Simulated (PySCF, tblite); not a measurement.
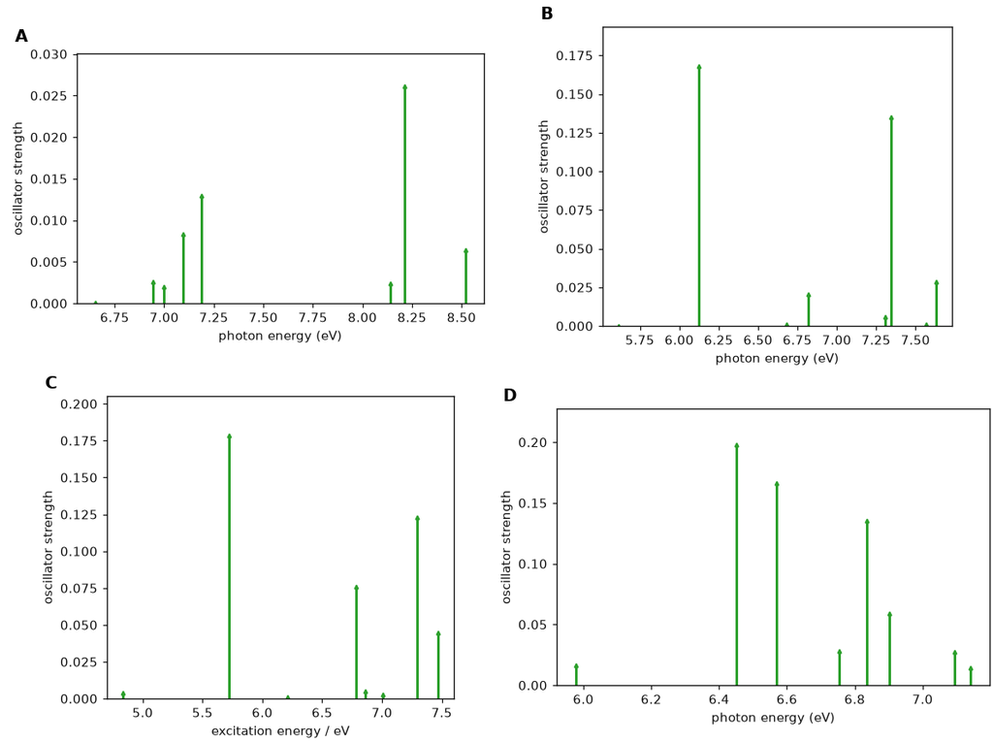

Vertical TDDFT excitations, CAM-B3LYP/def2-SVPD in PySCF 2.14.0, at a GFN2-xTB geometry (a minimum by its frequencies), gas phase. Each panel shows the lowest singlet states that were computed.

> Pair each panel with its molecule.
1. C₄H₉GeOP, SMILES C=C1C[O][Ge@@H]([PH2])[CH2]1, singlet
2. C₅H₆F₂, SMILES CC#CCC(F)F
3. C₂H₉BSSi, SMILES CCBS[SiH3]
4. C₂H₉BGeS, SMILES CS[BH][GeH2][CH3], singlet

A: 2 (S1 at 6.65 eV, brightest at 8.21 eV)
B: 3 (S1 at 5.61 eV, brightest at 6.13 eV)
C: 4 (S1 at 4.83 eV, brightest at 5.72 eV)
D: 1 (S1 at 5.98 eV, brightest at 6.45 eV)

Limits of at least one run: core orbitals are frozen in the response; one conformer of a flexible molecule; the tight-binding geometry is rougher than a DFT one and adds to the error.
